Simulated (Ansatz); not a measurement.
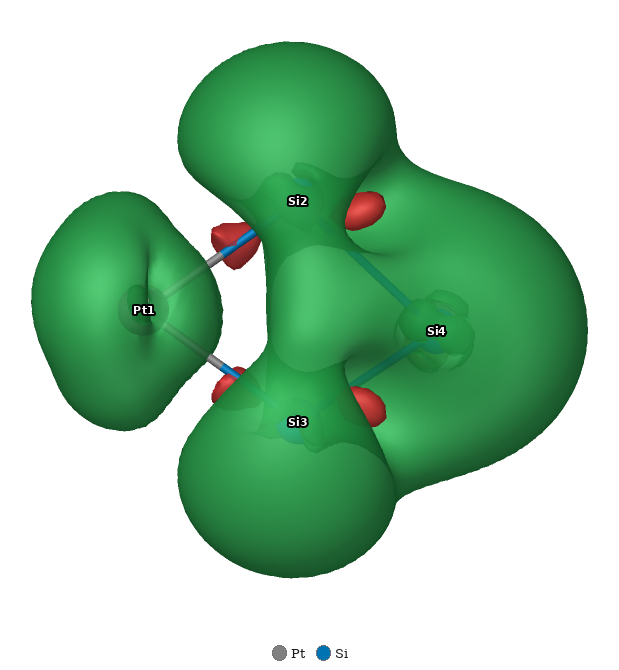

The picture shows: PtSi$_{3}$ (charge +1, quartet). Isosurfaces of the spin density (α minus β) at +0.015 (green) and −0.015 e/Å³ (red), seen at a tilt.

Geometry: B3LYP-D4/def2-SVP; core potentials replace the inner electrons of Pt.

These are results of UKS PBE0-D4/def2-TZVP (Ansatz), not measurements.

```xyz
4

Pt   -0.9946    0.7299   -1.3273
Si   -0.1415   -1.2185   -0.5743
Si    0.5873    1.2022    0.2108
Si    0.5487   -0.7135    1.6907
```

Question: Where is the unpaired spin?

Answer: The unpaired spin (3 electrons) lies mostly on Si4 (about 0.9), Si2 (about 0.8), Si3 (about 0.8) and Pt1 (about 0.5), in electrons by Hirshfeld's partition.
